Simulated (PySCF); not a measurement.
## A study: C₂H₄, SMILES `C=C`

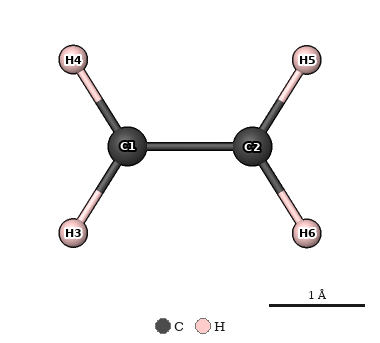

The molecule, with its atoms numbered as below. No frequency check shows the geometry to be a minimum.

Coordinates in Å:

```
C1      -0.6582    0.0000    0.0000
C2       0.6582    0.0000    0.0000
H3      -1.2293   -0.9140    0.0000
H4      -1.2293    0.9140    0.0000
H5       1.2293    0.9140    0.0000
H6       1.2293   -0.9140    0.0000
```

### 1. Bonding charge

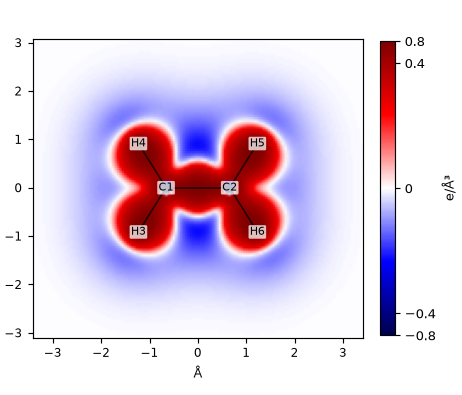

Deformation density (molecule less spherical, spin-averaged free atoms) in the molecular plane; colour scale in e/Å³, logarithmic beyond ±0.1; red: gain, blue: loss.

Method: ωB97X/def2-TZVP; geometry: GFN2-xTB; program: PySCF.

Q: Describe the bonding that the map shows.

A: C1–C2: +0.81 e/Å³ at the bond critical point (bond length 1.32 Å, Mayer order 1.9). C1–H3, C2–H6, C1–H4 and C2–H5: +0.78 e/Å³ at the bond critical point (bond length 1.08 Å, Mayer order 1.0). In all, 1.4 electrons gather in the regions of gain relative to the promolecule.

### 2. Electrostatic potential

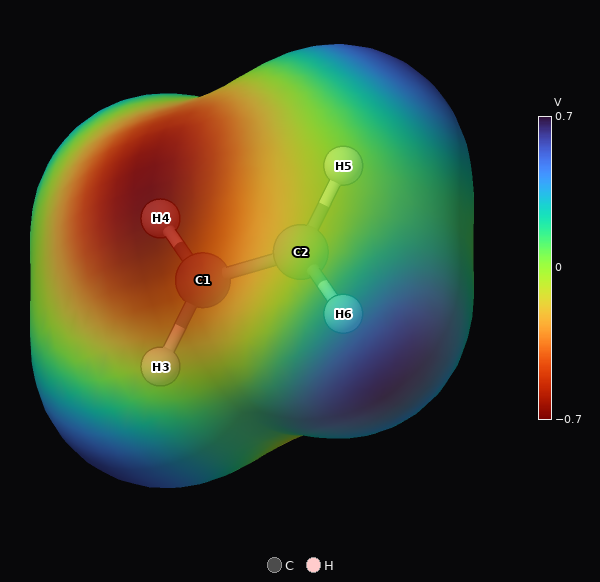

Electrostatic potential on the surface of electron density 0.001 a.u.

Q: Where are the extremes of the potential on the surface?

A: Highest: 0.58 V, 1.3 Å from H3, and at like points elsewhere. Lowest: −0.67 V, off the C1–C2 bond (2.2 Å from its atoms), and at like points elsewhere. The surface is sampled at points, so like sites can differ by a few per cent and only the strongest of them is named.

Q: What volume does the surface enclose, and what is the dipole moment?

A: About 59 Å³; the dipole moment is 0.0 D.

### 3. In an electric field

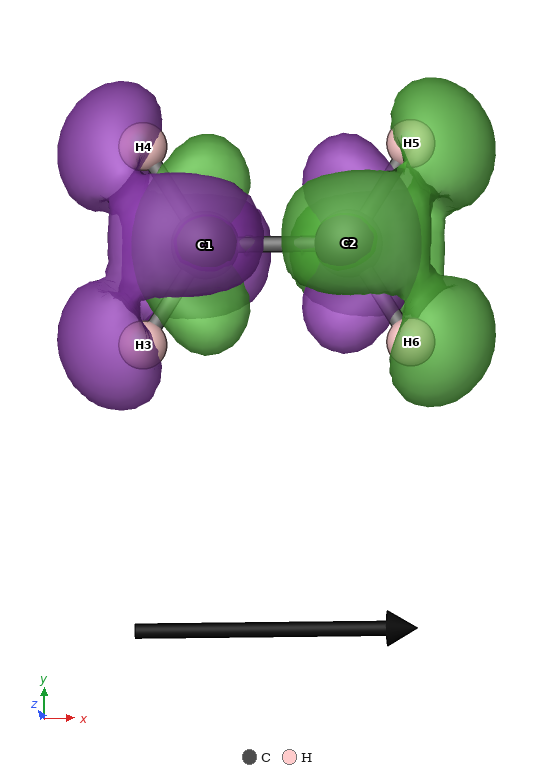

Change of the electron density in a uniform field of 0.21 V/Å along +x (arrow), surfaces at ±0.002 e/Å³ (purple: gain, green: loss).

Level of theory: ωB97X/def2-TZVP (PySCF), at a geometry from GFN2-xTB. A basis without diffuse functions makes polarisabilities too small.

Q: How large is the response?

A: The induced dipole is 0.35 D (along the field); α along this axis, from the fields in both directions, is 34 bohr³ (5.1 Å³).

Q: Which atoms gain and lose the most charge?

A: Electrons gather most on C1 (Hirshfeld charge changes by −0.011 e) and leave C2 most (+0.011 e); 0.036 electrons are displaced in all.

### 4. Removing or adding an electron

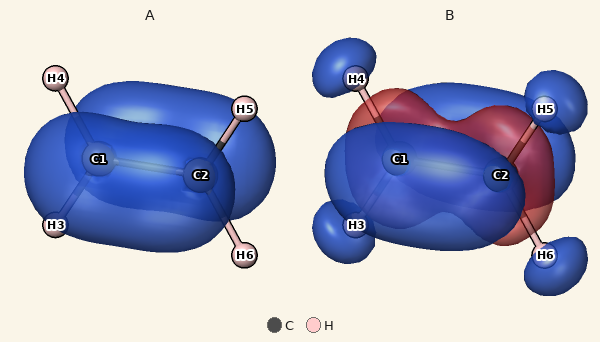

The Fukui function f⁻ from two separate SCF calculations and the density of the HOMO, at ±0.04 e/Å³ (blue positive, red negative).

Level of theory: ωB97X/def2-TZVP (PySCF), at a geometry from GFN2-xTB.

Q: Which panel is which, and how good is the frozen-orbital picture?

A: B is f⁻ (it has negative regions), A the HOMO density. The HOMO lies on C1 and C2 (43 % each); f⁻ (Hirshfeld-condensed) is largest on C1 and C2 (0.31 each); the vertical ionisation energy is 10.53 eV. Relaxation shifts 25 % of the electron between atoms. The orbital energy is −10.37 eV.

The PySCF runs shown took 5.5 s, 11 s and 44 s on 1 thread of Intel(R) Xeon(R) Platinum 8259CL CPU @ 2.50GHz (Skylake/Cascade Lake), on a shared host.
